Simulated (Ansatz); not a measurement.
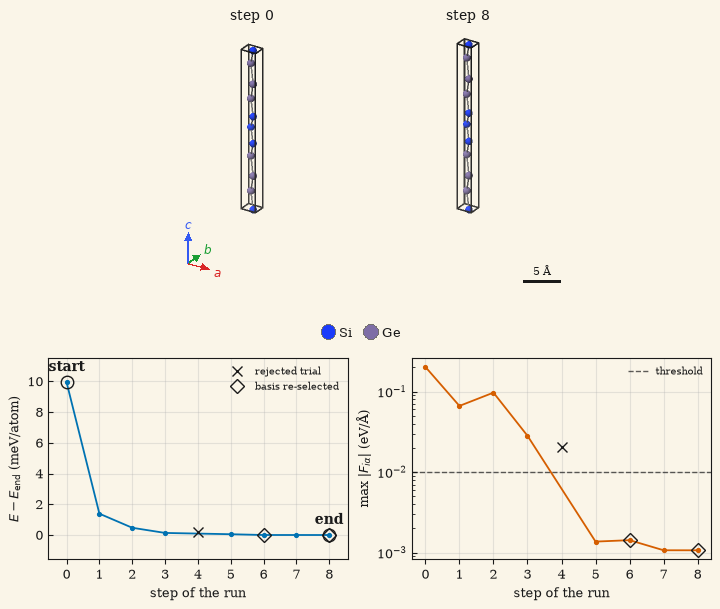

First and last geometry of a relaxation of a crystal of Si2Ge3 (a generated structure, set up in P-6m2), with the history of the run. A ball-and-stick model of the cell of the calculation, seen slightly off an axis.

Computed with Ansatz 0.2.0, DFT PBE, scalar-relativistic, plane waves, PAW. Set-up: plane-wave cutoff 420 eV; k-point mesh 12 × 12 × 2; occupations gaussian; smearing width 0.1 eV; no spin polarisation; cell and atoms relaxed; force threshold 0.01 eV/Å; at most 80 steps.

Question: Did the run converge, and what did it change?

Answer: It converged. The largest moves relative to the cell, 0.097 Å, are those of Ge atoms. By element the largest moves are Ge 0.097 Å, Si 0.018 Å. The drawn cell changes as follows: a = b 3.012 → 2.970 Å (−1.4 %), c 22.263 → 23.063 Å (+3.6 %); the volume changes by +0.7 %. Among the contacts that change: Ge–Ge 2.975 → 3.061 Å, Ge–Si 2.747 → 2.827 Å, Si–Si 2.567 → 2.615 Å, Ge–Ge 3.012 → 2.970 Å. Bond angles that change, for instance: Si–Si–Ge 98.1° → 101.7°, Si–Si–Si 94.7° → 98.1°, Ge–Si–Ge 66.5° → 63.4°. The space group stays P-6m2 (No. 187). The energy falls by 9.9 meV per atom in 5 accepted moves (8 points after the start). Largest force component: 0.2 eV/Å at the start, 0.0011 eV/Å at the end. The pressure goes from 0.89 to −0.01 GPa. The line search rejected the trial step at point 4 of the run. At 2 points the geometry stayed and the basis and grid were re-selected for the new cell (energy shift of 0.1 meV per atom at most each time).

```csv
step,"E − E(0), meV/atom","largest force component, eV/Å","pressure, GPa","volume, Å³/atom",note
0,0.00,0.2022,0.89,17.496,
1,-8.56,0.0663,0.20,17.626,
2,-9.48,0.0970,0.07,17.640,
3,-9.81,0.0282,0.24,17.554,
4,-9.77,0.0206,-0.33,17.686,rejected
5,-9.90,0.0014,0.00,17.607,
6,-9.95,0.0014,0.01,17.607,"same geometry, new basis"
7,-9.95,0.0011,-0.01,17.613,
8,-9.95,0.0011,-0.01,17.613,"same geometry, new basis"
```
